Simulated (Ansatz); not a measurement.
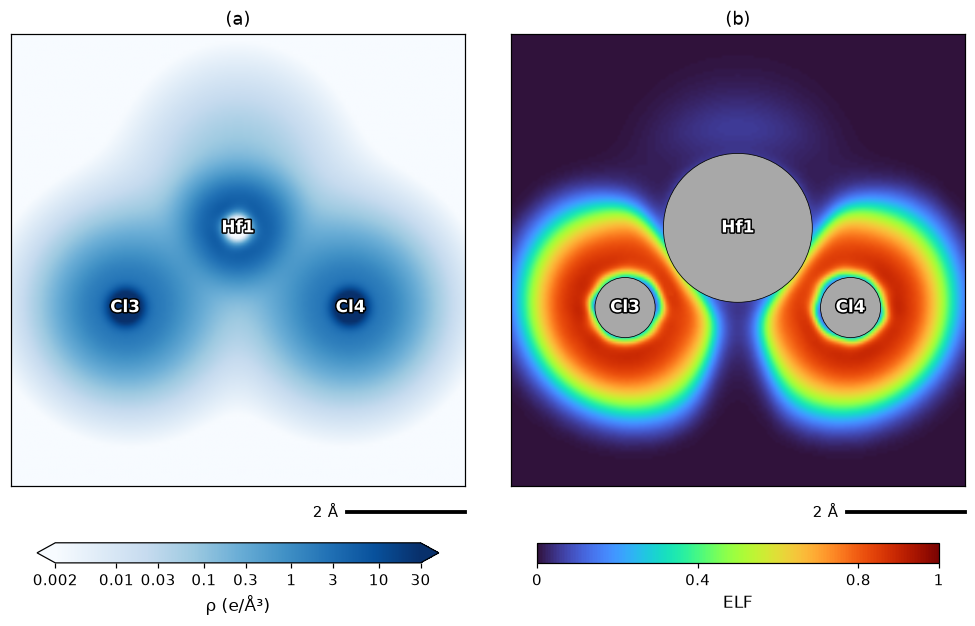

*Cl4Hf. (a) electron density; (b) electron localisation function on the plane of atoms Cl3, Hf1 and Cl4. Grey discs cover the atomic cores in the ELF map.*

Geometry: PBE-D4/def2-SVP; core potentials replace the inner electrons of Hf.

These are results of RKS PBE0-D4/def2-TZVP (Ansatz 0.2.0), not measurements.

The calculation's input:

```
crystal:
  periodic: [false, false, false]
  atoms:
    - {symbol: Hf, position_ang: [0.000018, 0.000044, -0.000060]}
    - {symbol: Cl, position_ang: [0.009719, -0.015871, 2.336838]}
    - {symbol: Cl, position_ang: [2.200147, 0.009637, -0.788090]}
    - {symbol: Cl, position_ang: [-1.108747, 1.911226, -0.761439]}
    - {symbol: Cl, position_ang: [-1.101128, -1.905037, -0.787250]}
basis:
  gaussian: {orbitals: def2-TZVP, initial_orbitals: start.molden}
hamiltonian: {xc: pbe0, dispersion: d4}
scf: {omitted_lower_state_checks: [starts]}
output: {forces: true, orbitals: {seedname: orbitals}}
```

Launched as:

```sh
ansatz run in.yaml --threads 2 --pin off --events-out ev --progress --plain --max-ram 4352MiB
```

**Interpret the plot.**

The section cuts through Hf and Cl sites. Hf–Cl (2.34 Å): ρ is about 0.62 e/Å³ halfway; the ELF peaks at about 0.85 in the valence shell of Cl, 0.8 Å from its nucleus, and is about 0.35 at the midpoint.
